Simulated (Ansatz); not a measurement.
ClGeH4O (doublet)

```xyz
7

Ge   -0.0097   -0.0327    0.3979
H     0.9062    0.1488    1.7259
Cl    1.6498   -0.0278   -1.0569
H    -0.8305    1.1965    0.0489
H    -0.6460   -1.4027    0.1870
O    -0.5656    0.0939    2.4443
H    -0.3851   -0.7771    2.8383
```

The calculation used Ansatz, UKS r2SCANh-D4/def2-SVP.

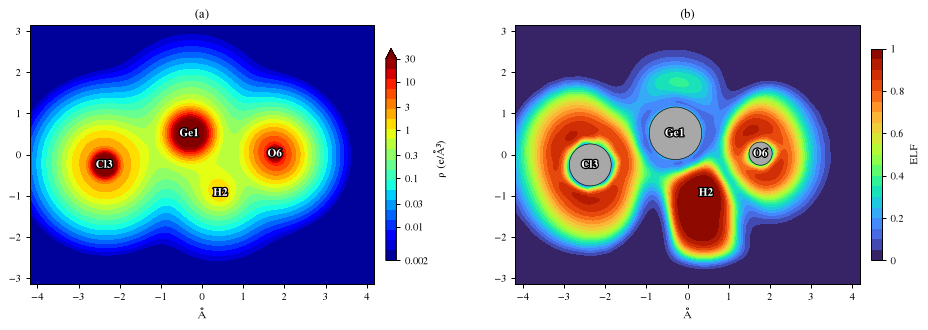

Figure 1. (a) total electron density; (b) electron localisation function on the plane of atoms H2, Ge1 and O6. Grey discs cover the atomic cores in the ELF map.

Q: Interpret the plot.

A: Atoms in the plane: Ge, H, Cl and O. Ge–O (2.12 Å): ρ at the midpoint is about 0.44 e/Å³; the ELF peaks at about 0.85 in the valence shell of O, 0.6 Å from its nucleus, and is about 0.25 at the midpoint. Ge–Cl (2.21 Å): ρ at the midpoint is about 0.65 e/Å³; the ELF peaks at about 0.85 in the valence shell of Cl, 0.8 Å from its nucleus, and is about 0.60 at the midpoint. The ELF also peaks beside Cl3 and O6, away from the bonds: non-bonding electrons, paired or unpaired.

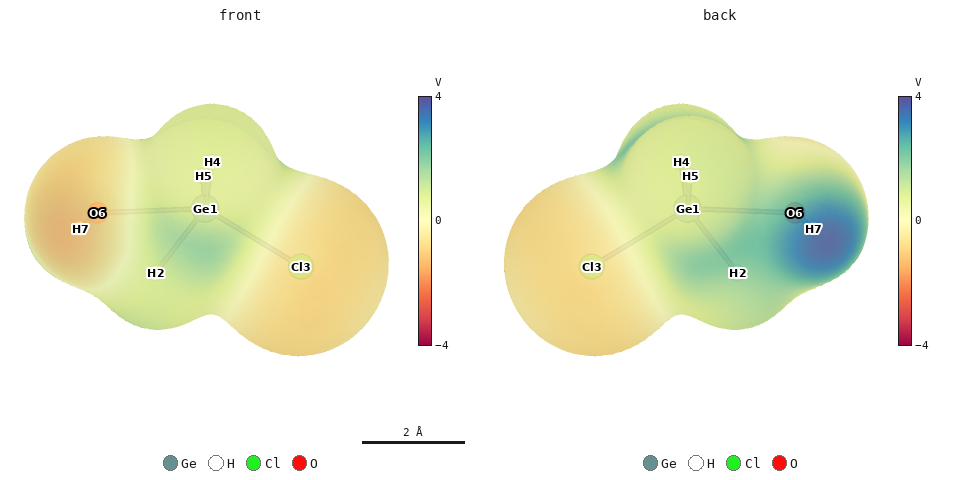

Figure 2. The molecular electrostatic potential painted on the density surface at 0.004 e/bohr³, seen from the front and from behind; red is negative and blue positive.

Q: Describe the electrostatic potential map.

A: The most negative region (about −1.2 V) lies over O6, the most positive (about +3.5 V) over H7. O6 is the likeliest acceptor of a hydrogen bond.

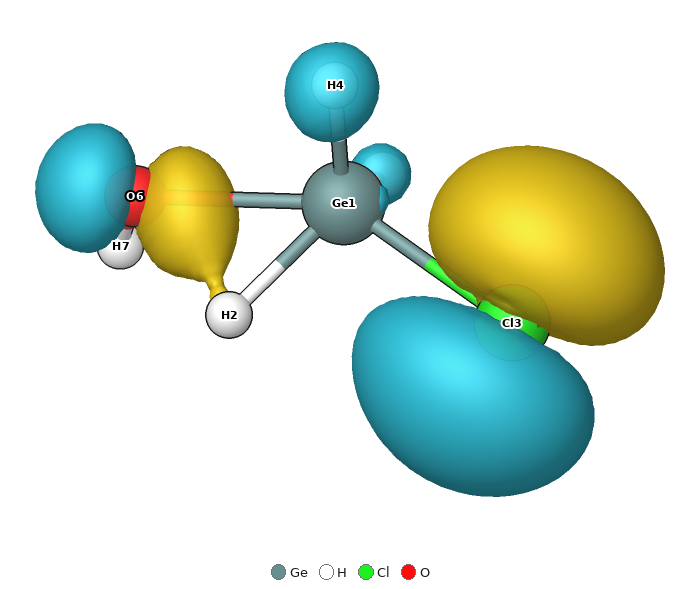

Figure 3. The HOMO−1 (β) at ±0.1 Å⁻³ᐟ² (yellow and cyan are the two phases), seen at a tilt.

Q: Describe this orbital and give its energy.

A: It lies mainly on Cl3 (about 80 %), O6 (about 10 %) and Ge1 (about 5 %); largely a lone pair of Cl3. Its energy is −8.03 eV.

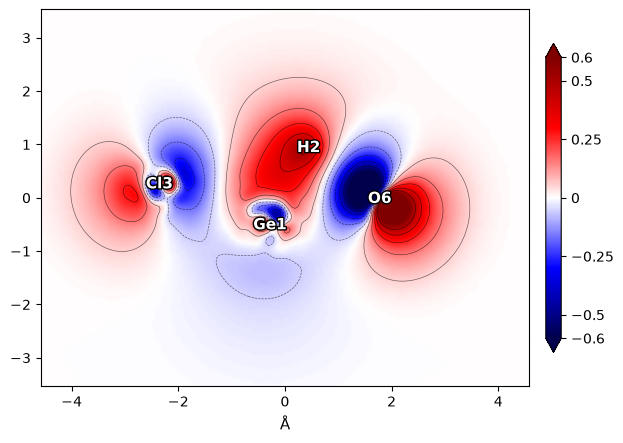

Figure 4. The LUMO (β) on the plane of atoms H2, Ge1 and Cl3 (values in Å⁻³ᐟ²; the overall sign is arbitrary).

Q: What is the character of this orbital?

A: Its weight (Hirshfeld) is mainly on O6 (about 50 %), Ge1 (about 20 %), H2 (about 15 %) and Cl3 (about 10 %). Its energy is −4.03 eV.
